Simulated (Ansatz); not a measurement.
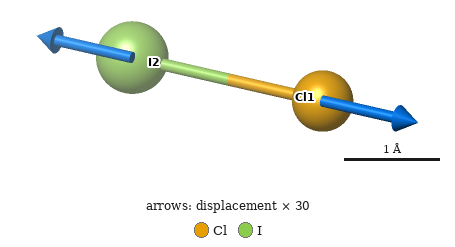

This is a relaxation of ICl (coarse preliminary run). The starting structure is drawn; blue arrows show the displacements, magnified 30 times. The two geometries are superimposed by the best rigid fit.

The picture is a ball-and-stick view, seen at a tilt.

The start comes from a force field.

These are results of RKS PBE-D4/def2-SVP (Ansatz 0.2.0), not measurements.

The input:
```yaml
crystal:
  periodic: [false, false, false]
  atoms:
    - {symbol: Cl, position_ang: [0.000000, 0.000000, 0.000000]}
    - {symbol: I, position_ang: [0.000000, 0.000000, 2.306520]}
basis:
  gaussian: {orbitals: def2-SVP}
hamiltonian: {xc: pbe, dispersion: d4}
relax: {f_tol: 0.03, max_steps: 200}
```

Run as
```bash
ansatz run in.yaml --threads 2 --pin off --events-out ev --progress --plain --max-ram 20480MiB --backend cpu
```

> Describe the change and its energy.

The largest moves after the best rigid fit, 0.039 Å, are those of Cl1 and I2. By element the largest moves are I 0.039 Å, Cl 0.039 Å. Among the contacts that change: Cl1–I2 2.307 → 2.384 Å. After 2 geometry steps the energy has fallen by 4.31 kJ/mol. The largest force component goes from 1.2 to 0.0027 eV/Å. The run took of the order of 1.9 core-seconds on a shared host.
